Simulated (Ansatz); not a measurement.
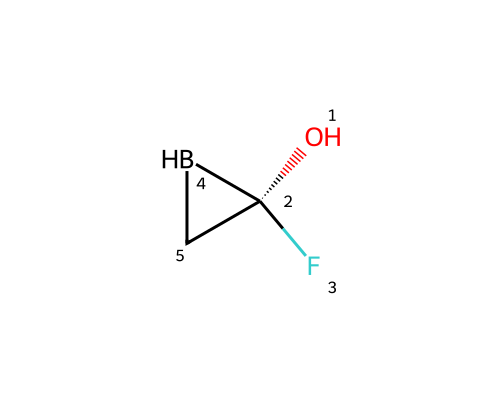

A structural formula, with wedges where it has stereocentres; small numbers name the atoms. The configuration is that of a computed structure (PBE-D4/def2-SVP).

### Assign CIP descriptors.

C2: R.

### Write the isomeric SMILES.

O[C@@]1(F)BC1
